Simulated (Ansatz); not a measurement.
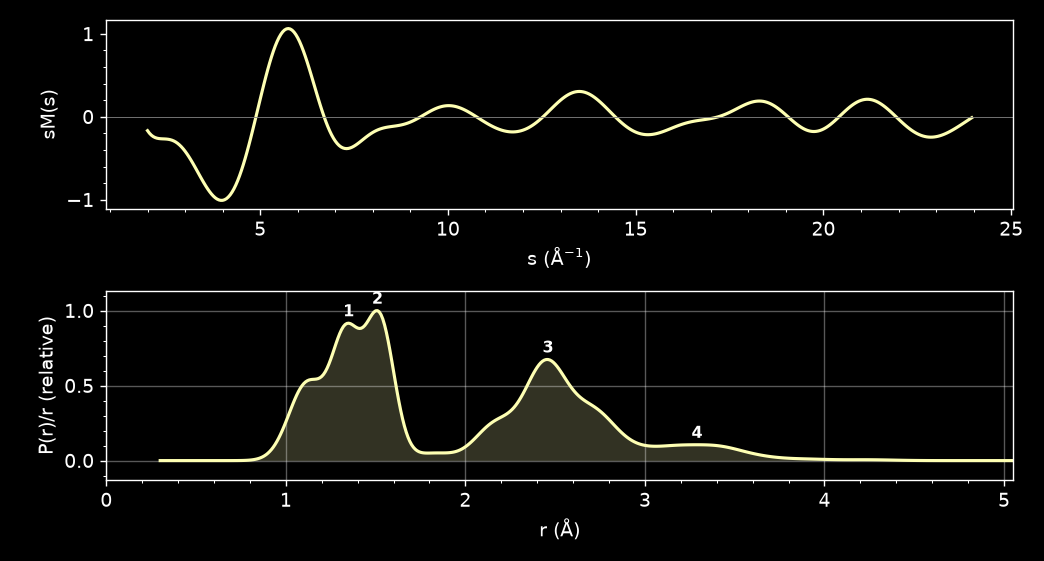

Simulated gas electron diffraction: reduced molecular intensity sM(s) from the Debye equation in the first Born approximation (top) and the radial distribution curve (bottom) of C₃H₆F (charge +1, ignored in the scattering factors). Each pair of atoms contributes with weight ZᵢZⱼ/r; damping constant 0.002 Å²; vibrational amplitudes assumed, not computed: 0.05 Å for bonds, 0.078 Å for bonds to H, 0.06 + 0.015 r up to 0.15 Å for other pairs. The geometry is the end point of an optimisation (Ansatz 0.2.0, UKS revPBE-D4/STO-3G); it may be a saddle point or a higher isomer.

Assign the numbered peaks of the radial distribution curve (– bonded, ··· not bonded).

Peak 1, 1.35 Å: C–H 1.12 Å (×4), F–C 1.33 Å, not resolved; in its flanks C–H 1.11 Å
Peak 2, 1.51 Å: C–C 1.52 Å (×2)
Peak 3, 2.46 Å: F···C 2.44 Å (×2), F···H 2.56–2.73 Å (×2), C···C 2.70 Å, not resolved; in its flanks C···H 2.15–2.96 Å
Peak 4, 3.29 Å: F···H 3.17–3.36 Å (×3), C···H 3.42–3.43 Å (×2), not resolved; in its flanks C···H 3.62 Å
